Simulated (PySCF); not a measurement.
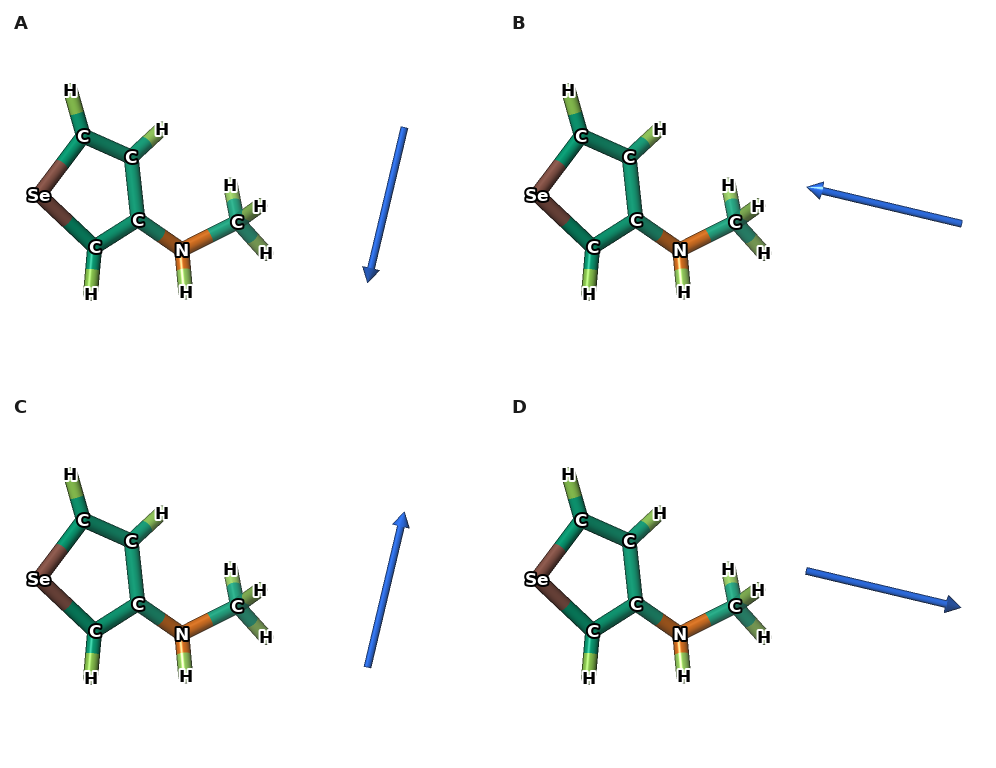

The same molecule four times, each with an arrow. The computed structure is the end point of a GFN2-xTB optimisation. No frequency run is at hand to confirm it as a minimum. Properties computed with B3LYP/pcJ-1 (pcSseg-1 on Se), gas phase (PySCF 2.14.0).

> Which arrow points along the dipole moment, from the negative to the positive end?

D. The dipole moment is 1.76 D.

The geometry is semi-empirical. Around Se such bond lengths and angles can be off by a tenth of an ångström or more and by several degrees, and values that hang on the shape move with them.
